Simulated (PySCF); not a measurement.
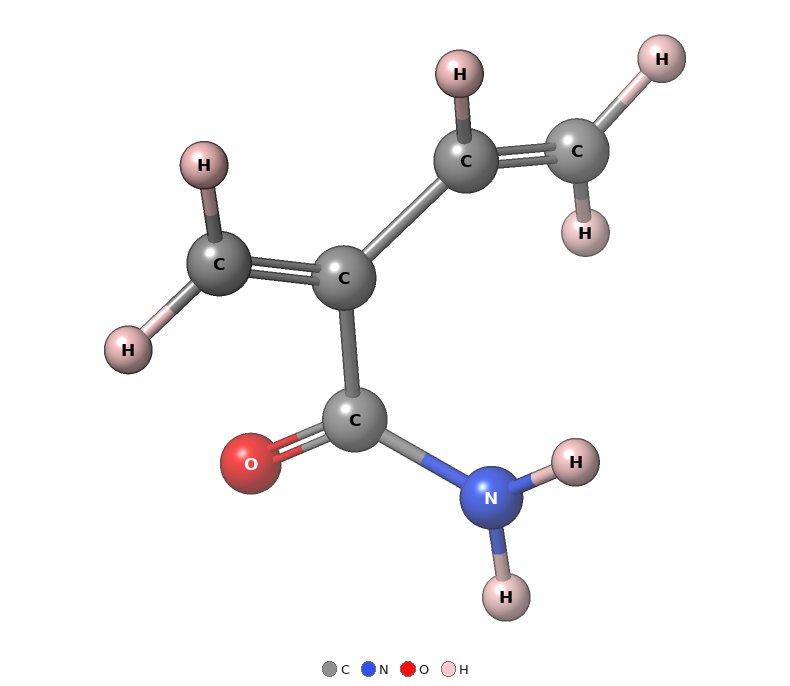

Orthographic view. Depth is shown by fading: the farther an atom, the more it takes the colour of the background. Geometry: an end point of a reaction path computed with GFN2-xTB.

> Write the InChI string.

InChI=1S/C5H7NO/c1-3-4(2)5(6)7/h3H,1-2H2,(H2,6,7)
